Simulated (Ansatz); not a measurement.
BN (space group P6_3/mmc, No. 194): the input geometry of an electronic-structure calculation (not necessarily at equilibrium); the starting structure was generated, so it need not be a known form of this composition.

```yaml
crystal:
  lattice:
    - [2.49134, 0.00000, 0.00000]
    - [-1.24567, 2.15756, 0.00000]
    - [0.00000, 0.00000, 4.00106]
  atoms:
    - { symbol: B, position: [0.00000, 0.00000, 0.00000] }
    - { symbol: B, position: [0.00000, 0.00000, 0.50000] }
    - { symbol: N, position: [0.33333, 0.66667, 0.25000] }
    - { symbol: N, position: [0.66667, 0.33333, 0.75000] }
```

Describe the stacking along c, with columns A (0, 0), B (1/3, 2/3), C (2/3, 1/3) of the hexagonal mesh.

B(A) – N(B) – B(A) – N(C) (four layers in 4.00 Å).

N layers alone: BC, the hexagonal close-packed type.

B: two octahedral sites in each hexagonal cell.

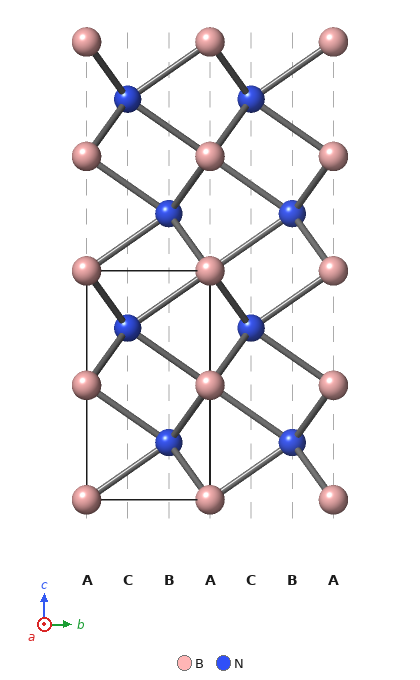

The picture looks along a close-packed row of the hexagonal mesh; c points upwards. The dashed lines mark the three columns A (0, 0), B (1/3, 2/3) and C (2/3, 1/3). The sequence starts with the first layer at or above the cell's origin.
